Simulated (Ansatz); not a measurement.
# B2PLYP/aug-cc-pVDZ run of CH4OSi (SMILES CO[SiH])

What is the electronic atomisation energy of CH4OSi at B2PLYP/aug-cc-pVDZ? 

The results are computed with Ansatz 0.2.0.

57 further runs of the same task are left out: 57 set aside as unsound or not needed. Runs told in other sessions of the task aren't counted.

## Step 1: The system as given

The species is CH4OSi (7 atoms), meant as a singlet with charge 0. As SMILES, `CO[SiH]`. Geometry: relaxed at PBE0-D4/def2-TZVP. This is one conformer, not always the lowest.

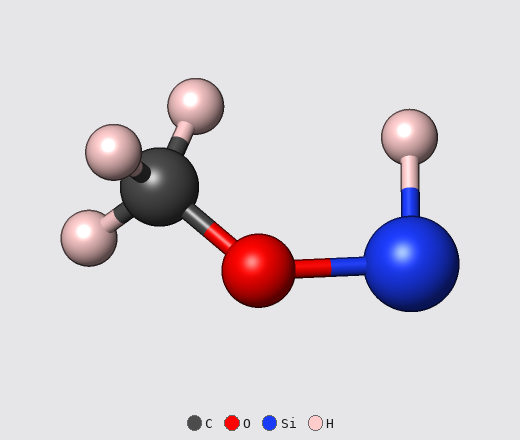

The structure, seen from a chosen angle (carbon dark grey, oxygen red, silicon blue, hydrogen pink).

## Step 2: The energy at B2PLYP/aug-cc-pVDZ

run.yaml reads:

```yaml
crystal:
  periodic: [false, false, false]
  atoms:
    - {symbol: C, position_ang: [-0.512400, 0.485500, -0.338500]}
    - {symbol: O, position_ang: [-0.443200, -0.446500, 0.717600]}
    - {symbol: Si, position_ang: [0.796900, -1.387300, 1.229900]}
    - {symbol: H, position_ang: [-1.296400, 0.180800, -1.035500]}
    - {symbol: H, position_ang: [0.443800, 0.547500, -0.868700]}
    - {symbol: H, position_ang: [-0.769300, 1.467500, 0.065400]}
    - {symbol: H, position_ang: [1.841700, -0.915600, 0.184100]}
basis:
  gaussian: {orbitals: aug-cc-pVDZ}
hamiltonian: {xc: {name: B2PLYP}}
correlation: {frozen_orbitals: {C: 1, H: 0, O: 1, Si: 5}}
accuracy: high
output: {orbitals: {seedname: orbitals}}
```

Launch:

```console
ansatz run run.yaml --threads 1 --pin off --max-ram 3480MiB --events-out events.jsonl --progress --plain --runs-dir runs
```

Standard output:

```text
Warning: RAYON_NUM_THREADS=1 ignored (pool sized by the plan → 1); use --threads N
Functional definition: B2PLYP
  name "B2PLYP"
  parameter a = 0.53
  parameter c = 0.27
  exchange = (1 - a)*b88_x + a*exact_x
  correlation = (1 - c)*lyp_c + c*(mp2_os + mp2_ss)
2191 factors; integrals over basis functions are off by at most 3.5e-9 eV
mean field evaluation 1: about -11011.8192 eV, gradient 4.5e1 eV
mean field evaluation 2: about -11011.8197 eV, gradient 4.5e1 eV
mean field evaluation 4: about -11015.9648 eV, gradient 6.9e0 eV
mean field evaluation 8: about -11016.0572 eV, gradient 2.8e-1 eV
mean field evaluation 16: about -11016.0574 eV, gradient 2.6e-5 eV
mean field -11016.05743814 eV, -404.8326438996 hartree, gradient 5.2e-8 eV, S^2 0.000000; 0 other end points of the search recorded, 0 dependent functions left out
7 core orbitals not correlated: weight in the atoms' cores, before any rotation towards them, 1.000 or more for the frozen orbitals, at most 0.000 for the correlated occupied ones
reference -11016.05746629 eV, -404.8326449341 hartree; 9, 9 occupied and 93, 93 virtual orbitals, 2191 factors
second order -14.70706277 eV of doubles, -0.00000000 eV of singles
Total energy: -11020.02837324 eV, -404.9785730729 hartree
```

Run time: 15 s. Hardware: 1 thread of Arm Neoverse V2, shared host; peak memory 0.34 GiB.

## Step 3: The C atom, same level

run.yaml reads:

```yaml
crystal:
  periodic: [false, false, false]
  atoms:
    - {symbol: C, position_ang: [0.000000, 0.000000, 0.000000]}
basis:
  gaussian:
    orbitals: aug-cc-pVDZ
magnetization:
  spin_polarized: true
  initial_magnetization: 2
hamiltonian:
  xc: {name: B2PLYP}
correlation:
  frozen_orbitals: {C: 1}
accuracy: high
```

Run the same way, it converges to -37.81843 Eh (log not shown).

## Step 4: The H atom at the same level

job.yaml reads:

```yaml
crystal:
  periodic: [false, false, false]
  atoms:
    - {symbol: H, position_ang: [0.000000, 0.000000, 0.000000]}
basis:
  gaussian: {orbitals: aug-cc-pVDZ}
magnetization: {spin_polarized: true, initial_magnetization: 1}
hamiltonian: {xc: {name: B2PLYP}}
correlation: {frozen_orbitals: {H: 0}}
accuracy: high
```

Run the same way, it converges to -0.49815 Eh (log not shown).

## Step 5: The O atom at the same level

molecule.yaml reads:

```yaml
crystal:
  periodic: [false, false, false]
  atoms:
    - symbol: O
      position_ang: [0.000000, 0.000000, 0.000000]
basis:
  gaussian: {orbitals: aug-cc-pVDZ}
magnetization: {spin_polarized: true, initial_magnetization: 2}
hamiltonian: {xc: {name: B2PLYP}}
correlation: {frozen_orbitals: {O: 1}}
accuracy: high
```

Run the same way, it converges to -75.02394 Eh (log not shown).

## Step 6: The Si atom at the same level

molecule.yaml reads:

```yaml
crystal:
  periodic: [false, false, false]
  atoms:
    - symbol: Si
      position_ang: [0.000000, 0.000000, 0.000000]
basis:
  gaussian:
    orbitals: aug-cc-pVDZ
total_charge: 0
magnetization:
  spin_polarized: true
  initial_magnetization: 2
hamiltonian:
  xc: {name: B2PLYP}
correlation:
  frozen_orbitals: {Si: 5}
accuracy: high
```

Run the same way, it converges to -289.24962 Eh (log not shown).

## Step 7: Outcome

Level: B2PLYP/aug-cc-pVDZ, 7 core orbitals frozen.

| quantity | value |
| --- | --- |
| molecule: total energy | -404.97857 Eh |
| molecule: HOMO energy (SCF part's orbitals) | -7.48 eV |
| molecule: LUMO energy (SCF part's orbitals) | -0.91 eV |
| molecule: HOMO–LUMO gap (SCF part's orbitals) | 6.56 eV |
| C atom: total energy | -37.81843 Eh |
| C atom: ⟨S²⟩ | 2.005 |
| H atom: total energy | -0.49815 Eh |
| H atom: ⟨S²⟩ | 0.750 |
| O atom: total energy | -75.02394 Eh |
| O atom: ⟨S²⟩ | 2.005 |
| Si atom: total energy | -289.24962 Eh |
| Si atom: ⟨S²⟩ | 2.007 |
| electronic atomisation energy | 24.327 eV |

Taking the molecule apart into free atoms costs 24.33 eV (2347 kJ/mol), before zero-point energy and without spin-orbit coupling.
